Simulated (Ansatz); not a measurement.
## Ligand exchange: NaBr + CCl3F → NaF + CBrCl3

Species: NaBr, singlet; CCl3F (trichlorofluoromethane) `FC(Cl)(Cl)Cl`, singlet; NaF, singlet; CBrCl3 (bromotrichloromethane) `ClC(Cl)(Cl)Br`, singlet. The partners trade Br for F: Na–Br and C–F bonds give way to Na–F and C–Br.

Shapes, held fixed at every level: PBE0-D4/def2-TZVP. Programs: Ansatz 0.2.0. The zero-point and thermal change to 298 K, harmonic and unscaled (PBE0-D4/def2-TZVP), is -3.5 kJ/mol.

| level | kind | ΔH(298 K) (kJ/mol) | less CCSD(T)/def2-TZVPP | CPU time (sum over the molecules) |
| --- | --- | --- | --- | --- |
| PBE-D4/def2-TZVPP | GGA | +101.5 | -8.8 | 18 s |
| r2SCAN-D4/def2-TZVPP | meta-GGA | +121.9 | +11.6 | 42 s |
| BHLYP-D4/def2-TZVPP | global hybrid | +126.1 | +15.8 | 26 s |
| PBE0-D4/def2-TZVPP | global hybrid | +118.0 | +7.7 | 25 s |
| r2SCAN0-D4/def2-TZVPP | global hybrid | +130.1 | +19.8 | 45 s |
| wB97X-V/def2-TZVPP | range-separated hybrid | +119.1 | +8.8 | 56 s |
| CCSD/def2-SVP | coupled cluster or CI | +142.5 | +32.2 | – |
| CCSD(T)/def2-TZVPP | coupled cluster or CI | +110.3 | 0.0 | 3.6 min |

The highest level, CCSD(T)/def2-TZVPP, gives ΔH(298 K) = +110.3 kJ/mol; the levels span +101.5 to +142.5. The column of differences is taken from that level and isn't an error. No measured value is set beside it here. Relativity is left out for Br. Outer-core shells of Br, Na are correlated, in sets that cover them unevenly. Times are processor times on shared x86 and Arm servers, and rough.

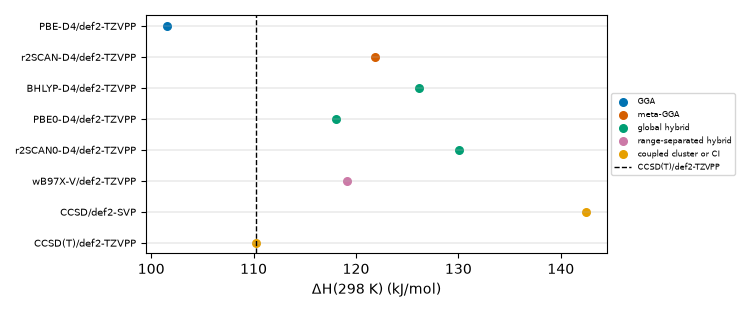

The values of the table, level by level.
